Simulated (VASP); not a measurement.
Energy against volume of KBr (rock salt). Computed with PBE GGA with D3 dispersion (zero damping), VASP's PBE PAW potentials (set 64) (plane waves; VASP).

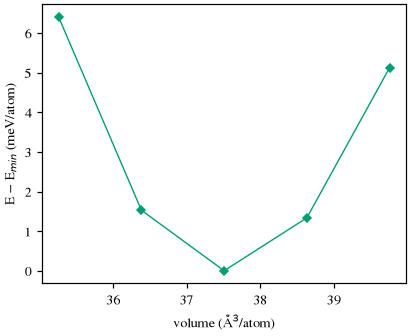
Fig. 1. Energy against volume

Estimate the equilibrium volume and the bulk modulus.

The minimum lies near 37.5 Å³/atom, and the curvature gives B0 of about 14 GPa.

The compound is KBr in the rock salt structure. It was relaxed first.
